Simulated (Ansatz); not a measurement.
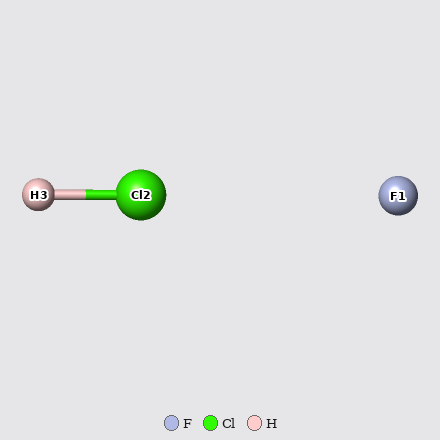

The system is F + ClH, spin multiplicity 2; the picture shows the reference structure. The first coordinate is: distance F1–Cl2; the second: distance Cl2–H3. Nothing is relaxed (the angle F1–Cl2–H3 is fixed at 180 degrees). Grid: 16 × 16 points. Points are written as (first, second). Energies: kcal/mol, counted from the lowest grid point. Energies and slopes of some neighbouring points disagree (a jump in structure or state, or too coarse a mesh). In part of the range the unrestricted reference is strongly spin-contaminated. Level of theory: UHF/aug-cc-pVTZ (Ansatz).

Its coordinates:

```xyz
3

F    -3.2960    0.0000    0.0000
Cl    0.0000    0.0000    0.0000
H     1.3110    0.0000    0.0000
```

Range: distance F1–Cl2 from 1.296 to 3.296 Å; distance Cl2–H3 from 1.064 to 3.064 Å.

### What landscape does the calculation give?

The lowest grid point is at (3.296 Å, 1.311 Å). It lies in a valley that leaves the map towards separated partners. The highest grid point, (1.296 Å, 1.064 Å), lies 234 kcal/mol above the lowest.

```csv
"distance Cl2–H3 ↓, distance F1–Cl2 →",1.355,1.543,1.775,2.039,2.326,2.632,2.956,3.296
3.064,106,69,78,81,78,77,76,75
2.724,106,70,78,81,78,76,75,74
2.400,108,71,78,79,76,74,73,72
2.094,111,74,77,74,70,68,67,66
1.807,118,78,73,63,60,52,51,50
1.543,130,84,62,40,27,22,20,19
1.311,148,91,52,23,9,3,1,0
1.123,180,115,66,34,19,13,11,10
```

The table holds every second grid line.

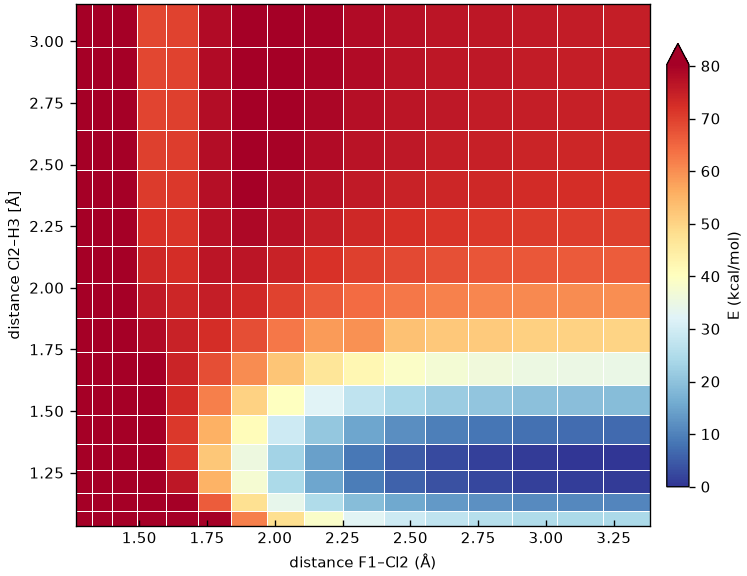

Drawn: one coloured cell a grid point, one colour for all values above the top of the scale.

The whole map (256 points run) took 37 min on 1 thread of Arm Neoverse V2, on a shared host.
